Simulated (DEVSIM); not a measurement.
Structure: Co/HfO2/n-Si capacitor, at 300 K.

| layer (left to right) | material | thickness (nm) | Nd (cm⁻³) |
|---|---|---|---|
| 1 | HfO2 | 7.50 | - |
| 2 | Si | 7500 | 2.9e15 |

Metal gate on the left, work function 5 eV. Fixed charge at the semiconductor interface -9.7e11 cm⁻² (in units of +e); interface traps 1.7e10 cm⁻² eV⁻¹, uniform in energy, neutral level at 0.7 of the gap above the valence band.

This is a model device: material constants are rounded textbook-type values typed into the input, and sizes, dopings and lifetimes were drawn at random. Values at 300 K.

| parameter | HfO2 | Si |
|---|---|---|
| gap (eV) | 5.7 | 1.124 |
| affinity (eV) | 2.5 | 4.05 |
| permittivity | 22 | 11.7 |
| Nc (cm⁻³) | - | 2.86e19 |
| Nv (cm⁻³) | - | 3.1e19 |

DEVSIM, 1D Poisson equation in equilibrium, Boltzmann statistics, complete ionisation; no quantum confinement or tunnelling. Metal contacts follow the ideal Schottky-Mott rule: no Fermi-level pinning, no interface dipoles.

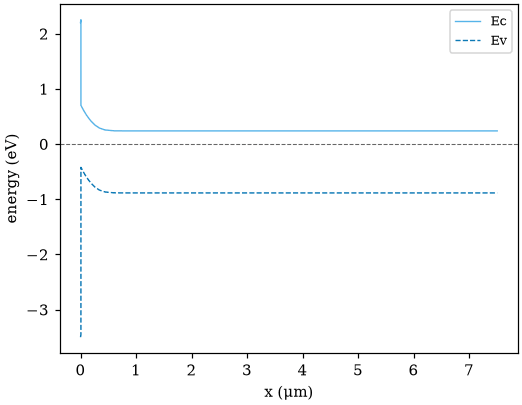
Fig. 1. Band edges at 0.3 V on the gate

Energies count from the Fermi level of the right contact; mesh points crowd at the junctions.

```csv
x (μm),Ec (eV),Ev (eV),n (cm⁻³),p (cm⁻³),field (V/cm)
0.000,2.200,-3.500,< 1e2,< 1e2,69000
0.001339,2.209,-3.491,< 1e2,< 1e2,69000
0.003730,2.226,-3.474,< 1e2,< 1e2,69000
0.006149,2.242,-3.458,< 1e2,< 1e2,69000
0.007811,0.701,-0.423,4.8e7,2.4e12,-20000
0.009772,0.697,-0.427,5.6e7,2.1e12,-20000
0.01462,0.688,-0.436,8.1e7,1.4e12,-20000
0.03169,0.655,-0.469,2.8e8,4.1e11,-19000
0.06753,0.591,-0.533,3.4e9,3.4e10,-17000
0.1491,0.466,-0.658,4.3e11,2.7e8,-13000
0.3395,0.290,-0.834,3.9e14,300000,-5200
1.061,0.238,-0.886,2.9e15,40000,≈ 0
2.467,0.238,-0.886,2.9e15,40000,≈ 0
5.011,0.238,-0.886,2.9e15,40000,≈ 0
6.720,0.238,-0.886,2.9e15,40000,≈ 0
7.170,0.238,-0.886,2.9e15,40000,≈ 0
7.364,0.238,-0.886,2.9e15,40000,≈ 0
7.447,0.238,-0.886,2.9e15,40000,≈ 0
7.489,0.238,-0.886,2.9e15,40000,≈ 0
7.500,0.238,-0.886,2.9e15,40000,≈ 0
7.505,0.238,-0.886,2.9e15,40000,≈ 0
7.508,0.238,-0.886,2.9e15,40000,≈ 0
```
